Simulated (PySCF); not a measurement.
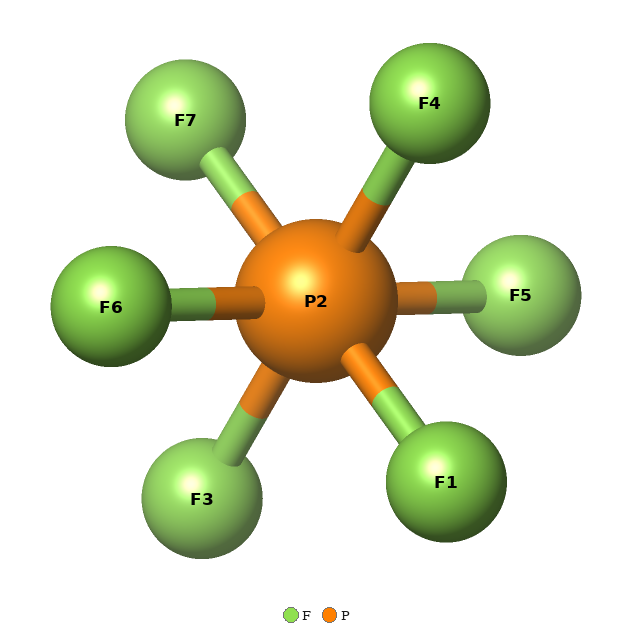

Charge −1, singlet. The geometry was computed by an optimisation with GFN2-xTB. No frequency run is at hand to confirm it as a minimum. Properties computed with delta-SCF UKS SCAN, pcX-2 on the ionised atom, pcseg-1 elsewhere, spin-free X2C (PySCF 2.14.0).

Give the core-electron binding energies (to vacuum; p and d levels without spin–orbit splitting) of F1 1s, P2 1s, P2 2p, F3 1s, F5 1s, F7 1s.

| atom | level | binding energy (eV) |
| --- | --- | --- |
| F1 | 1s | 687.5 |
| P2 | 1s | 2152.0 |
| P2 | 2p | 137.5 |
| F3 | 1s | 687.5 |
| F5 | 1s | 687.5 |
| F7 | 1s | 687.5 |

The geometry is semi-empirical. Around P such bond lengths and angles can be off by a tenth of an ångström or more and by several degrees, and values that hang on the shape move with them.
